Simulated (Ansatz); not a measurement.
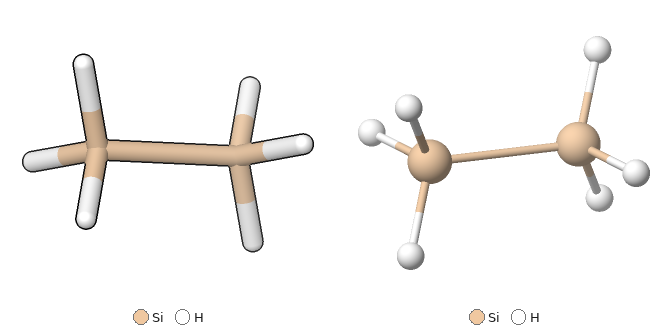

Two views of one molecule.

Computed geometry: PBE0-D4/def2-TZVP optimisation.

Which formula does it have?

Si2H6, 8 atoms: 2 silicon and 6 hydrogen.

Count the bonded pairs by element.

6 Si–H, 1 Si–Si. Sticks follow a distance rule.

More results for the same structure follow; atom numbers are the same in all pictures, views and colours differ.

## Geometry

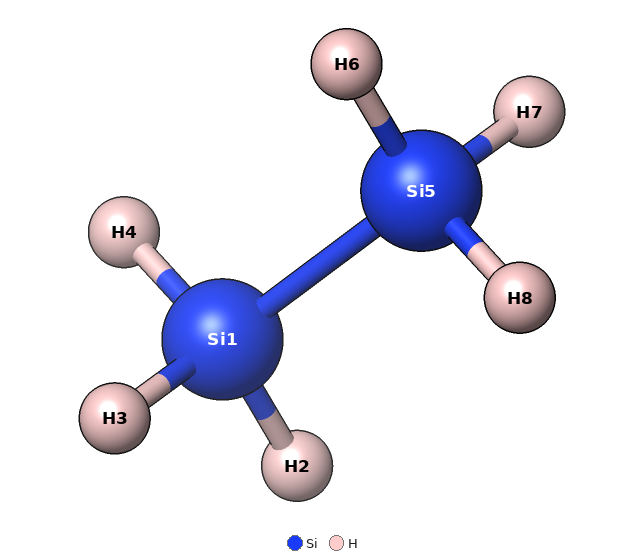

Atoms carry their numbers in the input.

Give the bond lengths.

```csv
bond,length (Å)
Si1–H2,1.488
Si1–H3,1.488
Si1–H4,1.488
Si1–Si5,2.338
Si5–H6,1.488
Si5–H7,1.488
Si5–H8,1.488
```

## Electronic properties

Level of theory: RKS B3LYP-D4/def2-TZVPP (Ansatz 0.2.0).

What is the dispersion correction?

−20.3 kJ/mol.

## Thermal motion

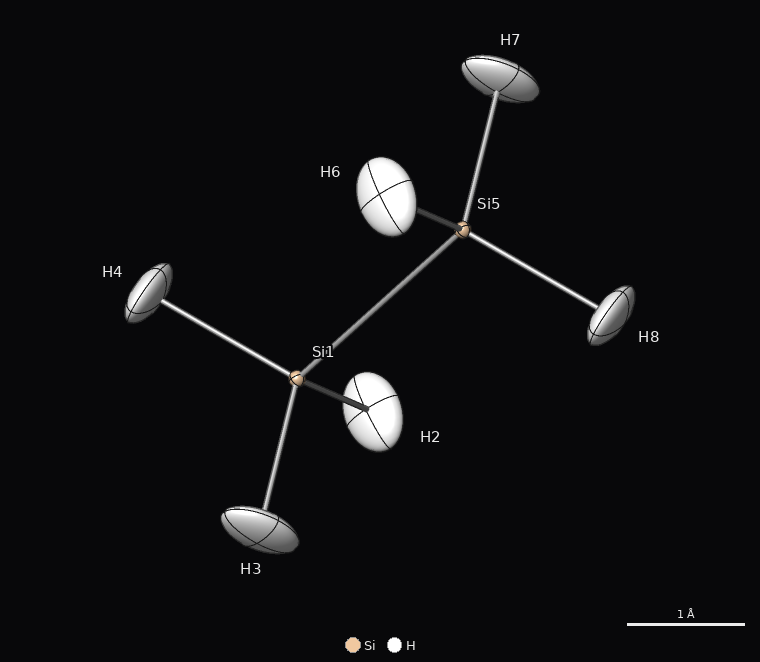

Displacement ellipsoids at the 50 % level, from the internal vibrations of the free molecule (harmonic, no overall translation or rotation; no half-axis is drawn under 0.075 Å). Vibrations computed with RKS PBE0-D4/def2-TZVP (Ansatz 0.2.0). Temperature: 200 K.

Give the displacement parameters, one line for each set of equivalent atoms.

```
           atom  U_eq (Å²)   rms amplitudes (Å)
       Si1, Si5    0.00034  0.012, 0.012, 0.027
H2, H3, H4, H6…     0.0321  0.086, 0.174, 0.242
```

## Vibrations

Harmonic vibrations computed with RKS PBE0-D4/def2-TZVP (Ansatz 0.2.0) at a stationary point of the same level.

List the wavenumbers.

18 modes: 135, 362, 362, 433, 625, 625, 836, 910, 932, 932, 946, 946, 2213, 2220, 2222, 2222, 2232, 2232 cm⁻¹.

## Charges

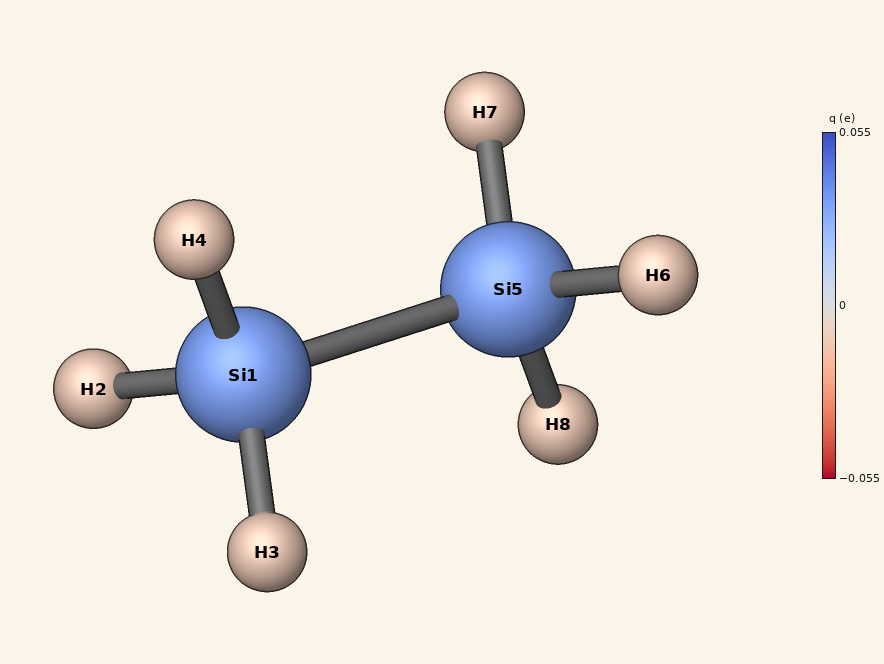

Atoms are coloured by their Mulliken charges. Method: RKS PBE0-D4/def2-TZVP (Ansatz 0.2.0).

Give the Mulliken charges atom by atom.

```tsv
atom	value (e)
Si1	0.03
H2	−0.01
H3	−0.01
H4	−0.01
Si5	0.03
H6	−0.01
H7	−0.01
H8	−0.01
```

Mulliken values depend strongly on the basis set and can even reverse the polarity of a bond.
